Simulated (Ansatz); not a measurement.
# The perfect V wire along [100], 21 atoms a period, part 2 of 2

Aim: is the V wire along [100], 21 atoms a period a metal or a semiconductor?

Ansatz 0.2.0; DFT PBE, plane waves, PAW; relaxation of a wire's period; PAW set soft_1 (the session's first sound run).

So far: Starting point; The relaxed wire.

## (2) The relaxed wire (continued)

Relaxation path:

| step | energy less that of the first step (eV) | largest force component (eV/Å) | pressure (GPa) | volume (Å³) |
| --- | --- | --- | --- | --- |
| 1 | 0.0000 | 1.1830 | -4.42 | 743.59 |
| 2 | -1.0884 | 0.2155 | 1.02 | 719.50 |
| 3 | -1.1575 | 0.1647 | -0.07 | 730.37 |
| 4 | -1.1645 | 0.0190 | -0.06 | 732.67 |
| 5* | -1.1599 | 0.0191 | -0.05 | 732.67 |

Relaxation steps marked * repeat the geometry before them on a plane-wave basis chosen anew for their cell, so energy and pressure can jump there.

Forces are held to the 16 operations that the run works with; a distortion that breaks them can't arise in this run.

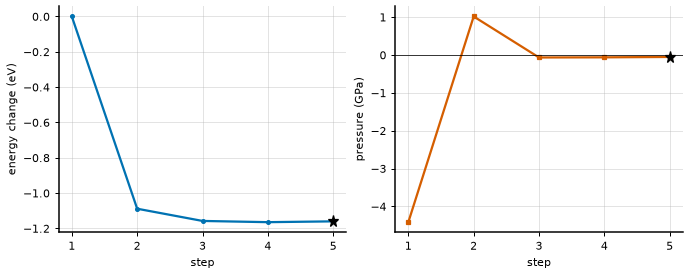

Energy and pressure along the relaxation. Stars mark steps on a basis chosen anew.

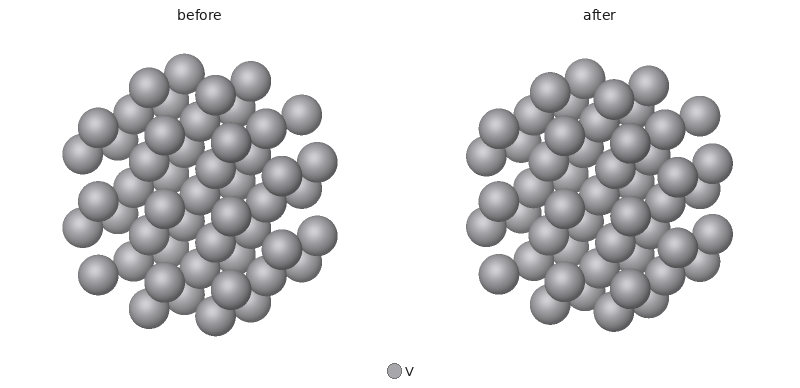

The structure before and after the relaxation, drawn at the same scale.

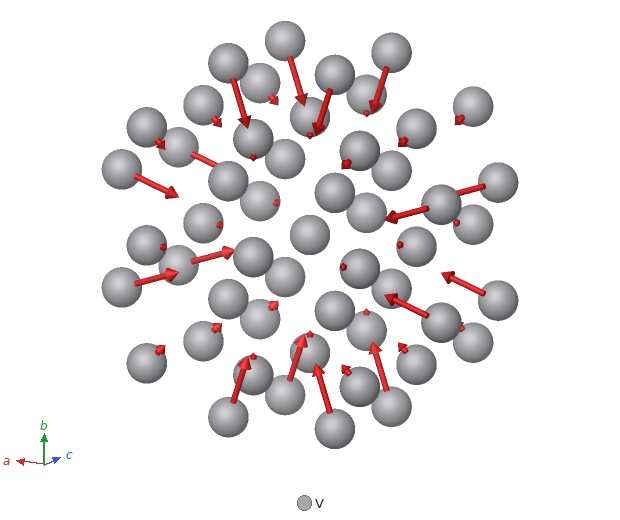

Displacements in the relaxation, exaggerated, measured against the changing cell; the longest in the cell stands for 0.19 Å. 1×1×2 cells are drawn. Some periodic images of atoms are drawn too.

| cell as run | before | after | change |
| --- | --- | --- | --- |
| c (Å) | 2.990 | 2.946 | -1.5 % |

The atoms that moved most (Å, along periodic axes as changes of fractional coordinates times the final cell, across vacuum about the mean position):

| atom | dx | dy | dz | length |
| --- | --- | --- | --- | --- |
| V16 | -0.060 | 0.178 | 0.000 | 0.188 |
| V11 | 0.178 | -0.060 | 0.000 | 0.188 |
| V10 | 0.178 | 0.060 | 0.000 | 0.188 |
| V12 | 0.060 | 0.178 | 0.000 | 0.188 |
| V21 | -0.178 | -0.060 | 0.000 | 0.188 |
| V19 | -0.060 | -0.178 | 0.000 | 0.188 |
| V15 | 0.060 | -0.178 | 0.000 | 0.188 |
| V20 | -0.178 | 0.060 | 0.000 | 0.188 |

Numbers from this step:

```yaml
energy_at_zero_smearing: -61144.0219 eV
cell_length_along_the_wire: 2.946 Å
```

The cell's length comes to 2.946 Å with spin left out.

## (3) Bands of the perfect wire

This step: DFT PBE, plane waves, PAW; bands of a perfect wire; PAW set soft_1 (Ansatz 0.2.0).

At the relaxed period the bands are computed along the axis; those that cross an energy going forward count the channels that a perfect wire would open there.

Input file input.yaml:

```yaml
crystal:
  lattice:
    - [15.77, 0.0, 0.0]
    - [0.0, 15.77, 0.0]
    - [0.0, 0.0, 2.9460936891]
  atoms:
    - { symbol: V, position: [0.312536348, 0.312536348, 0.0] }
    - { symbol: V, position: [0.311919728, 0.5, 0.0] }
    - { symbol: V, position: [0.312536348, 0.687463652, 0.0] }
    - { symbol: V, position: [0.5, 0.311919728, 0.0] }
    - { symbol: V, position: [0.5, 0.5, 0.0] }
    - { symbol: V, position: [0.5, 0.688080272, 0.0] }
    - { symbol: V, position: [0.687463652, 0.312536348, 0.0] }
    - { symbol: V, position: [0.688080272, 0.5, 0.0] }
    - { symbol: V, position: [0.687463652, 0.687463652, 0.0] }
    - { symbol: V, position: [0.226884638, 0.409034541, 0.5] }
    - { symbol: V, position: [0.226884638, 0.590965459, 0.5] }
    - { symbol: V, position: [0.409034541, 0.226884638, 0.5] }
    - { symbol: V, position: [0.404829967, 0.404829967, 0.5] }
    - { symbol: V, position: [0.404829967, 0.595170033, 0.5] }
    - { symbol: V, position: [0.409034541, 0.773115362, 0.5] }
    - { symbol: V, position: [0.590965459, 0.226884638, 0.5] }
    - { symbol: V, position: [0.595170033, 0.404829967, 0.5] }
    - { symbol: V, position: [0.595170033, 0.595170033, 0.5] }
    - { symbol: V, position: [0.590965459, 0.773115362, 0.5] }
    - { symbol: V, position: [0.773115362, 0.409034541, 0.5] }
    - { symbol: V, position: [0.773115362, 0.590965459, 0.5] }
kpoints:
  mp_grid: { grid: [1, 1, 28] }
  band_path: { path: ["Γ", Z], npoints: 90 }
scf:
  occupations: { method: fermi_dirac, width: 0.05 }
hamiltonian:
  xc: pbe
  pseudopotentials: { kind: paw, azcp: { folder: soft_1 } }
output:
  dos: { e_range: [-5, 4] }
  write_potential: true
  write_density: true
  volumetric_format: npy
```

Launch:

```sh
> ansatz run input.yaml --threads 4 --pin off --max-ram 16384MiB --backend cpu --events-out ev --progress --plain --runs-dir out
```

Numbers of over 12 decimals in the logs are rounded to 6 here.

What it wrote:

```text
[...]
Crystal: 21 atoms, lattice volume = 732.673 Å³
Basis set: ecut = 420 eV, 14217 PW (Γ)
Bands: 164, of which v1, the nominal top of the filled ones, is band 137 counted from 1 (136 counted from 0)
Symmetry: 16 space group operations
[...]
k-points: 15 of 28
[...]
SCF iter   1: F=—  HF=-61182.891451 eV  |F-HF|=—  |Δ(HF+E_count)|=         —  Δρ=1.01e-1  dr2=5.70e2  ethr=3.10e-3  ⟨swp⟩=10.0  Hψ=11756  notcnv=0
[...]
SCF iter  15: F=-61144.178675 eV  HF=-61144.178675 eV  |F-HF|=1.97e-8  |Δ(HF+E_count)|=   5.52e-7  Δρ=3.14e-6  dr2=7.47e-8  ethr=3.66e-11  ⟨swp⟩=20.8  Hψ=10918  notcnv=0
SCF 1 converged in 15 iterations: F = -61144.178675 eV  dr2 = 7.47e-8
[...]
NSCF: frozen V_eff on 91 k-points
WARN: The output density's exchange-correlation potential varies sharply where the density is thin. Do not read a vacuum level from v_tot or v_xc, or from such a field of the output density. On a cell that repeats whose density bears no net charge and no dipole along the vacuum's axis use v_es (v_loc + v_h of the components); under efield.dipole_correction with no amplitude use v_es + v_field, which holds any externa [...]
SCF converged after 15 iterations
Free energy (F): -61144.178675 eV
[...]
Internal energy: -61143.865053 eV  (E = F + TS)
E sigma→0 (E₀):  -61144.021864 eV
Entropy (-TS):   -0.313622 eV (-14.934 meV/atom)
Fermi energy:    4.240887 eV
[...]
--- Band table (eV; the first three rows and the last of 15) ---
  k-point 0: bands = [... 133 lower, 4.3124, 4.3124, 4.3256, 4.4045, 4.5248, 4.5409, 4.5442, 4.5442, ... 23 higher]
  k-point 1: bands = [... 133 lower, 4.2943, 4.3565, 4.3565, 4.4316, 4.5078, 4.5120, 4.5411, 4.5411, ... 23 higher]
  k-point 2: bands = [... 133 lower, 4.3085, 4.3560, 4.3560, 4.4494, 4.4743, 4.4754, 4.6062, 4.6062, ... 23 higher]
  k-point 14: bands = [... 133 lower, 4.1017, 4.1194, 4.1803, 4.2568, 4.2568, 4.3152, 4.3152, 4.4028, ... 23 higher]
```

Run time: 8.5 min. Hardware: 4 threads of Arm Neoverse N1, shared host; peak memory 5.9 GiB.

The column dr2 measures how far the density is from self-consistency, as an energy; F and HF (Harris–Foulkes) agree once it is small.

This step gave:

```
band gap : 0 eV
```

Electronic bands along the path, in eV, zero at the Fermi level; # counts the bands kept:

| point | #50 | #51 | #52 | #53 | #54 | #55 | #56 | #57 |
| --- | --- | --- | --- | --- | --- | --- | --- | --- |
| Γ | 0.07 | 0.07 | 0.08 | 0.16 | 0.28 | 0.30 | 0.30 | 0.30 |
| Z | -0.14 | -0.12 | -0.06 | 0.02 | 0.02 | 0.07 | 0.07 | 0.16 |

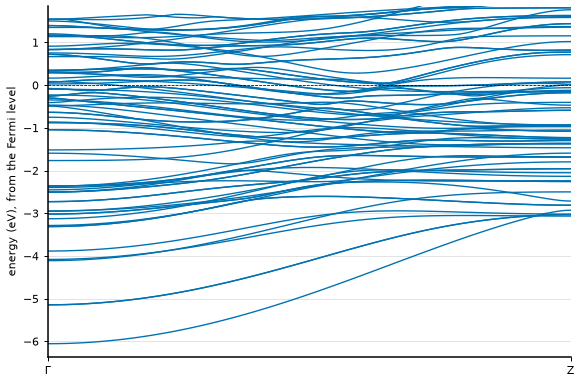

Electronic bands along the path.

Between Γ and Z the bands cross the Fermi level 14 times, so a perfect wire would conduct at least 14 G₀, with spin left out.

## (4) What came out

```
cell length, PBE                                            : 2.946 Å
ballistic conductance by band crossings, a lower bound, PBE : 14 G₀
```

**Reading.** Under PBE the cell's length is 2.95 Å, and the bands cross the Fermi level 14 times between Γ and Z, which gives a perfect wire at least 14 G₀ (opposite crossings within one step of the path cancel in such a count). No spin was allowed, though thin wires with open d shells can turn magnetic.

[Logs are printed without paths, hosts, clocks, repeated set-up lines and the standing remarks that a program may print on its own settings, such as how far it seeks lower states.]

[Hosts, paths, dates, database ids (printed as entryN), source tags and the programs' standing remarks are cut or masked in the printed files.]
